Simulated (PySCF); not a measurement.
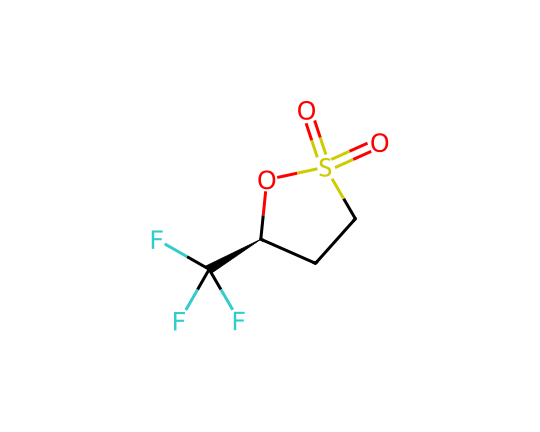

Skeletal drawing of a molecule.

> Transcribe the drawing into SMILES.

O=S1(=O)CC[C@@H](C(F)(F)F)O1

> Give the formula, hydrogens included.

C4H5F3O3S.

> An optimisation with GFN2-xTB gave a structure of which point group?

C1.

The parts below concern this one geometry. Atoms keep their numbers from picture to picture. The computed structure is the end point of a GFN2-xTB optimisation. No frequency run is at hand to confirm it as a minimum.

**Geometry**

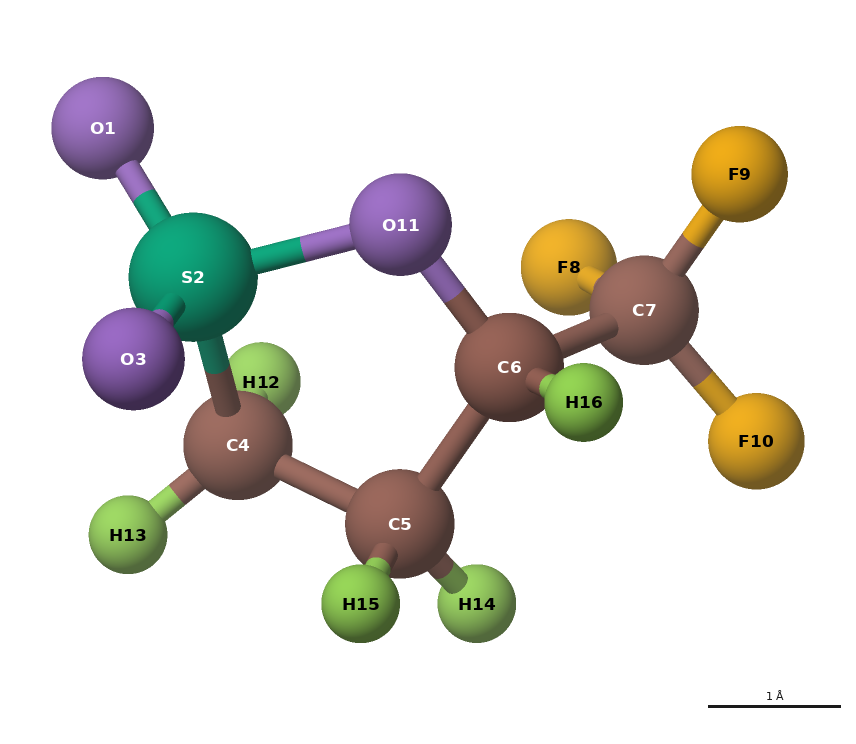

The atoms are numbered. No frequency run is at hand to confirm it as a minimum.

List the bonds and their lengths.

```
  bond  length (Å)   order
 O1–S2       1.418  double
 S2–O3       1.425  double
 S2–C4       1.814  single
S2–O11       1.642  single
 C4–C5       1.510  single
C4–H12       1.085  single
C4–H13       1.083  single
 C5–C6       1.547  single
C5–H14       1.091  single
C5–H15       1.091  single
 C6–C7       1.539  single
C6–O11       1.396  single
C6–H16       1.099  single
 C7–F8       1.337  single
 C7–F9       1.328  single
C7–F10       1.344  single
```

**Electronic properties**

No frequency run is at hand to confirm it as a minimum. Level of theory: PBE0/pcSseg-1, gas phase (PySCF 2.14.0).

Predict the main results.

- dipole moment: 4.56 D
- HOMO energy (Kohn–Sham orbital): −9.05 eV
- LUMO energy (Kohn–Sham orbital): 0.70 eV
- HOMO–LUMO gap: 9.76 eV

**Charges**

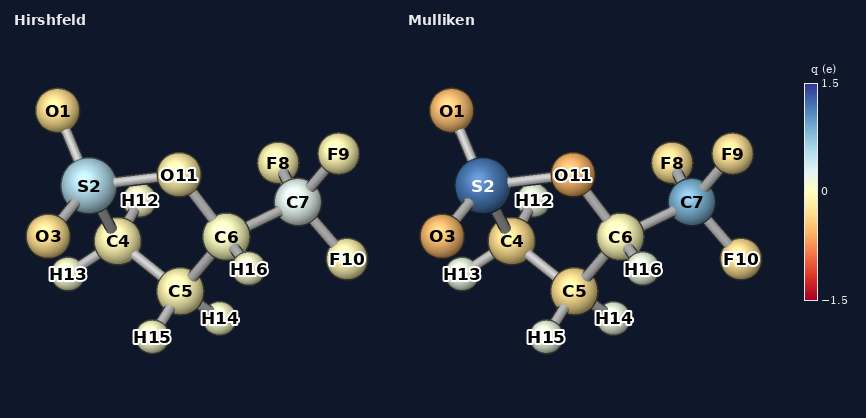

Atomic charges of one calculation by 2 schemes, on one colour scale. No frequency run is at hand to confirm it as a minimum. Level of theory: PBE0/pcSseg-1 (PySCF 2.14.0).

> Which scheme gives the most polar picture (largest mean size of the charges)?

The Mulliken charges are the largest in size here.

> On which atom do the schemes disagree most?

On S2 (from 0.56 to 1.17 e); C7 (from 0.25 to 0.85 e).

List the charges (e), one line for each set of equivalent atoms.

```tsv
atom	Hirshfeld	Mulliken
O1	−0.29	−0.47
S2	0.56	1.17
O3	−0.30	−0.50
C4	−0.08	−0.30
C5	−0.08	−0.28
C6	0.02	−0.03
C7	0.25	0.85
F8	−0.08	−0.27
F9	−0.08	−0.25
F10	−0.09	−0.27
O11	−0.14	−0.53
H12	0.06	0.19
H13	0.07	0.19
H14	0.05	0.17
H15	0.05	0.17
H16	0.06	0.17
```

**NMR shielding**

The questions are on isotropic NMR shieldings of the O atoms. No frequency run is at hand to confirm it as a minimum. Method: GIAO PBE0/pcSseg-1 NMR shielding, non-relativistic, gas phase (PySCF 2.14.0).

List the isotropic NMR shieldings of the O atoms.

```csv
atom,σ (ppm)
O1,97.3
O3,91.1
O11,145.8
```

Mulliken values depend strongly on the basis set and can even reverse the polarity of a bond.
